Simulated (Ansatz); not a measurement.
# SiC (triplet): correlated methods under varied settings at distance Si1–C2 = 1.344 Å

What do other methods and options give for SiC (triplet) at this geometry, and how long do they take?

The runs use Ansatz 0.2.0, Gaussian basis; the settings change from run to run.

25 further runs of the same task are left out: 3 for a known fault of the program, 21 that didn't finish, 1 set aside as unsound or not needed.

**1. The geometry**

The geometry derives from a PBE0/def2-TZVP stationary point (not a proven minimum). One bond is set to the value named and the two fragments are kept rigid.

2 atoms, charge 0, spin multiplicity 3.

Atoms are counted from 1 here; the program's logs count them from 0.

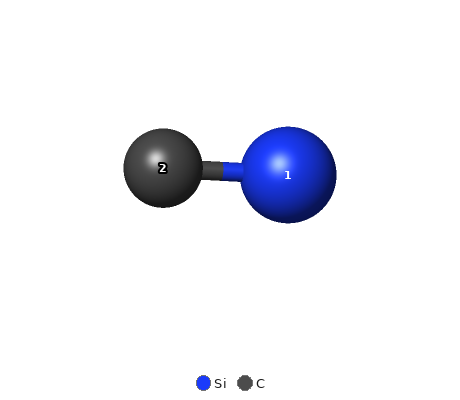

The structure; silicon blue, carbon dark grey; atoms are numbered from 1 in the order of the file.

**2. MRCISD+Q(relaxed)(2,7)/6-31G***

The input, in.yaml:

```yaml
crystal:
  periodic: [false, false, false]
  atoms:
    - {symbol: Si, position_ang: [0.000000, 0.000000, 0.000000]}
    - {symbol: C, position_ang: [0.000000, 0.000000, 1.344000]}
basis:
  gaussian: {orbitals: "6-31G*"}
magnetization: {spin_polarized: false, initial_magnetization: 2}
correlation: {method: fic_mrcisd_q_relaxed, electrons: outside_noble_gas, active_space: {window: {electrons: 2, orbitals: 7}}}
```

Started as:

```console
ansatz run in.yaml --threads 1 --pin off --events-out ev --progress --plain --max-ram 2393MiB
```

Standard output, shortened:

```text
Functional definition: HF
  name "HF"
  cite "Fock, Z. Phys. 61, 126 (1930) doi:10.1007/BF01340294"
  parent pbe
[...]
309 factors; integrals over basis functions are off by at most 1.3e-3 eV
[...]
mean field -8882.89393072 eV, -326.4403309121 hartree, gradient 1.1e-6 eV, S^2 2.000000; 7 other end points of the search recorded, 0 dependent functions left out
reference -8882.89393072 eV, -326.4403309121 hartree; 11, 9 occupied and 23, 25 virtual orbitals, 309 factors
state -8883.06226709 eV, -326.4465171597 hartree
contracted CI cycle   1: correlation 0.00000000 eV, 0.0000000000 hartree, residual 1.66e1 eV
contracted CI cycle   2: correlation -3.98735777 eV, -0.1465326952 hartree, residual 3.98e0 eV
contracted CI cycle   3: correlation -4.27890940 eV, -0.1572470202 hartree, residual 1.55e0 eV
contracted CI cycle   4: correlation -4.32913955 eV, -0.1590929439 hartree, residual 7.44e-1 eV
contracted CI cycle   5: correlation -4.34040598 eV, -0.1595069779 hartree, residual 3.36e-1 eV
contracted CI cycle   6: correlation -4.34291259 eV, -0.1595990939 hartree, residual 1.56e-1 eV
contracted CI cycle   7: correlation -4.34343094 eV, -0.1596181431 hartree, residual 6.31e-2 eV
contracted CI cycle   8: correlation -4.34351221 eV, -0.1596211298 hartree, residual 2.65e-2 eV
contracted CI cycle   9: correlation -4.34352592 eV, -0.1596216335 hartree, residual 1.10e-2 eV
contracted CI cycle  10: correlation -4.34352826 eV, -0.1596217194 hartree, residual 4.51e-3 eV
contracted CI cycle  11: correlation -4.34352865 eV, -0.1596217336 hartree, residual 1.87e-3 eV
contracted CI cycle  12: correlation -4.34352871 eV, -0.1596217360 hartree, residual 8.16e-4 eV
contracted CI cycle  13: correlation -4.34352872 eV, -0.1596217365 hartree, residual 3.59e-4 eV
state -8883.06226709 eV, -326.4465171597 hartree; corrected -8887.87400828 eV, -326.6233453868 hartree
WARN: 1 active orbitals are nearly empty or full. The corrections depend on them more than the energy does, and are more stable in an active space without them
Total energy: -8887.87400828 eV, -326.6233453868 hartree
```

Wall time 2.9 s (1 thread of Arm Neoverse V1, shared host).

From the report: 24 determinants; active occupations 1.00, 1.00, 0.00, 0.00, 0.00, 0.00, 0.00. The report marks this result as in doubt.

**3. CCSDT on UHF/aug-cc-pVDZ**

The input, in.yaml:

```yaml
crystal:
  periodic: [false, false, false]
  atoms:
    - {symbol: Si, position_ang: [0.000000, 0.000000, 0.000000]}
    - {symbol: C, position_ang: [0.000000, 0.000000, 1.344000]}
basis:
  gaussian: {orbitals: aug-cc-pVDZ, fitting: {mean_field: def2-universal-jkfit}}
magnetization: {spin_polarized: true, initial_magnetization: 2}
correlation: {method: ccsdt, electrons: outside_noble_gas, diis_vectors: 12}
```

Launched as before.

Standard output, shortened:

```text
Functional definition: HF
  name "HF"
  cite "Fock, Z. Phys. 61, 126 (1930) doi:10.1007/BF01340294"
  parent pbe
[...]
203 factors; integrals over basis functions are off by at most 2.0e-1 eV
[...]
mean field -8883.46884255 eV, -326.4614585322 hartree, gradient 3.0e-6 eV, S^2 2.056919; 7 other end points of the search recorded, 0 dependent functions left out
determinant -8883.46884255 eV, -326.4614585322 hartree, with singles and doubles -8888.24278321 eV, -326.6368976156 hartree
determinant -8881.93994219 eV, -326.4052724802 hartree, with singles and doubles -8887.08721660 eV, -326.5944313258 hartree
determinant -8881.66364647 eV, -326.3951188000 hartree, with singles and doubles -8886.37014178 eV, -326.5680793125 hartree
6 core orbitals not correlated: weight in the atoms' cores, before any rotation towards them, 1.000 or more for the frozen orbitals, at most 0.000 for the correlated occupied ones
reference -8883.46884255 eV, -326.4614585322 hartree; 5, 3 occupied and 39, 41 virtual orbitals, 203 factors
second order -3.91473876 eV of doubles, -0.00000000 eV of singles
cycle   1  -4.44538979 eV  change   -5.3e-1 eV  update   8.6e-2
[...]
cycle  20  -5.03470247 eV  change   -4.1e-7 eV  update   3.1e-7
Total energy: -8888.50354502 eV, -326.6464804352 hartree
```

Wall time 9.5 s (1 thread of Arm Neoverse V1, shared host).

From the report: ⟨S²⟩ of the determinant 2.057 (pure triplet: 2.00); correlation -5.0347 eV; T1 0.048; largest double amplitude 0.06.

**4. CASSCF(4,7)/def2-SVPD**

The input, in.yaml:

```yaml
crystal:
  periodic: [false, false, false]
  atoms:
    - {symbol: Si, position_ang: [0.000000, 0.000000, 0.000000]}
    - {symbol: C, position_ang: [0.000000, 0.000000, 1.344000]}
basis:
  gaussian: {orbitals: def2-SVPD}
magnetization: {spin_polarized: false, initial_magnetization: 2}
correlation: {active_space: {window: {electrons: 4, orbitals: 7}, states: [{multiplicity: 3, weights: [1, 1, 1]}, {multiplicity: 5, weights: [1]}], root: 2}}
output: {forces: true}
```

The command is unchanged.

Standard output, shortened:

```text
Functional definition: HF
  name "HF"
  cite "Fock, Z. Phys. 61, 126 (1930) doi:10.1007/BF01340294"
  parent pbe
[...]
660 factors; integrals over basis functions are off by at most 1.5e-7 eV
[...]
mean field -8879.84862131 eV, -326.3284178554 hartree, gradient 2.4e-6 eV, S^2 2.000000; 7 other end points of the search recorded, 0 dependent functions left out
reference -8879.84862131 eV, -326.3284178554 hartree; 11, 9 occupied and 33, 35 virtual orbitals, 660 factors
state -8880.51085648 eV, -326.3527545491 hartree
state -8879.33893837 eV, -326.3096873529 hartree
state -8876.90859001 eV, -326.2203736980 hartree
state -8876.31460478 eV, -326.1985451434 hartree
[...]
Total energy: -8876.90859001 eV, -326.2203736980 hartree
Atom 0 at     0.000000     0.000000     0.000000 Å, force     0.000000     0.000000   -32.436914 eV/Å
Atom 1 at     0.000000     0.000000     1.344000 Å, force    -0.000000    -0.000000    32.436914 eV/Å
Dipole moment:     0.000000     0.000000    -0.936384 e Å
```

Run time: 4.2 s. Hardware: 1 thread of Arm Neoverse V1, shared host.

From the report: 441 determinants; active occupations (of the averaged states) 1.26, 1.19, 1.19, 0.34, 0.01, 0.01, 0.01.

**5. CASSCF(8,7)/6-31G**

The input, in.yaml:

```yaml
crystal:
  periodic: [false, false, false]
  atoms:
    - {symbol: Si, position_ang: [0.000000, 0.000000, 0.000000]}
    - {symbol: C, position_ang: [0.000000, 0.000000, 1.344000]}
basis:
  gaussian: {orbitals: 6-31G}
magnetization: {spin_polarized: false, initial_magnetization: 2}
correlation: {active_space: {window: {electrons: 8, orbitals: 7}, states: [{multiplicity: 3, weights: [0.5, 1, 1, 1]}]}}
output: {forces: true}
```

Launched as before.

Standard output, shortened:

```text
Functional definition: HF
  name "HF"
  cite "Fock, Z. Phys. 61, 126 (1930) doi:10.1007/BF01340294"
  parent pbe
[...]
457 factors; integrals over basis functions are off by at most 7.6e-8 eV
[...]
mean field -8881.20598888 eV, -326.3783001938 hartree, gradient 4.1e-6 eV, S^2 2.000000; 8 other end points of the search recorded, 0 dependent functions left out
reference -8881.20598888 eV, -326.3783001938 hartree; 11, 9 occupied and 11, 13 virtual orbitals, 457 factors
state -8882.65055917 eV, -326.4313871725 hartree
state -8882.65055916 eV, -326.4313871725 hartree
state -8882.15523974 eV, -326.4131845193 hartree
state -8879.76101635 eV, -326.3251984326 hartree
an earlier search ended where averaged states of different weights were degenerate, so these states were given the mean of their weights and the orbitals were optimised with it
[...]
Total energy: -8881.68345567 eV, -326.3958467745 hartree
Atom 0 at     0.000000     0.000000     0.000000 Å, force     0.000000    -0.000000   -33.919794 eV/Å
Atom 1 at     0.000000     0.000000     1.344000 Å, force    -0.000000     0.000000    33.919794 eV/Å
Dipole moment:    -0.000000     0.000000    -0.218805 e Å
```

It took 4.6 s on 1 thread of Arm Neoverse V1, shared host.

From the report: 1,225 determinants; active occupations (of the averaged states) 1.99, 1.69, 1.44, 1.44, 1.27, 0.08, 0.08.

**6. CCSDTQ on ROHF/STO-3G**

The input, in.yaml:

```yaml
crystal:
  periodic: [false, false, false]
  atoms:
    - {symbol: Si, position_ang: [0.000000, 0.000000, 0.000000]}
    - {symbol: C, position_ang: [0.000000, 0.000000, 1.344000]}
basis:
  gaussian: {orbitals: STO-3G}
magnetization: {spin_polarized: false, initial_magnetization: 2}
correlation: {method: ccsdtq, electrons: valence}
scf: {lower_state_search: off}
```

Same command.

Standard output, shortened:

```text
Functional definition: HF
  name "HF"
  cite "Fock, Z. Phys. 61, 126 (1930) doi:10.1007/BF01340294"
  parent pbe
[...]
227 factors; integrals over basis functions are off by at most 3.2e-8 eV
[...]
mean field -8779.31590912 eV, -322.6339088263 hartree, gradient 3.6e-6 eV, S^2 2.000000; 0 other end points of the search recorded, 0 dependent functions left out
6 core orbitals not correlated: weight in the atoms' cores, before any rotation towards them, 1.000 or more for the frozen orbitals, at most 0.000 for the correlated occupied ones
reference -8779.31590912 eV, -322.6339088263 hartree; 5, 3 occupied and 3, 5 virtual orbitals, 227 factors
second order -1.70894851 eV of doubles, -0.02298691 eV of singles
cycle   1  -2.02365366 eV  change   -2.9e-1 eV  update   7.5e-2
[...]
cycle  16  -2.38773269 eV  change    5.7e-7 eV  update   3.2e-7
Total energy: -8781.70364181 eV, -322.7216563840 hartree
Checks for a lower state left out: stability, starts, cluster_reference, orbital_swaps, neighbouring_geometries, increment
```

Run time: 8 s. Hardware: 1 thread of Arm Neoverse V1, shared host.

From the report: correlation -2.3877 eV; T1 0.037; largest double amplitude 0.14.

**7. The runs in one table**

 † marks a result that the program doubts.

| level | correlated | functions | energy (eV) | time |
| --- | --- | --- | --- | --- |
| MRCISD+Q(relaxed)(2,7)/6-31G* † | outside noble gas | 34 | -8887.8740 | 2.9 s |
| CCSDT on UHF/aug-cc-pVDZ | outside noble gas | 50 | -8888.5035 | 9.5 s |
| CASSCF(4,7)/def2-SVPD (excited root 2 of an average) |  | 44 | -8876.9086 | 4.2 s |
| CASSCF(8,7)/6-31G (mean of several states) |  | 22 | -8881.6835 | 4.6 s |
| CCSDTQ on ROHF/STO-3G | valence | 14 | -8781.7036 | 8 s |

**8. Outcome**

| quantity | value |
| --- | --- |
| runs | 5 |
| quickest | MRCISD+Q(relaxed)(2,7)/6-31G* †, 2.9 s |
| slowest | CCSDT on UHF/aug-cc-pVDZ, 9.5 s |

**Reading.** Total energies in different bases, with other cores or another treatment of relativity can't be set against each other. CCSDT on UHF/aug-cc-pVDZ took 3 times as long as MRCISD+Q(relaxed)(2,7)/6-31G* †; the jobs differ in more than the method.
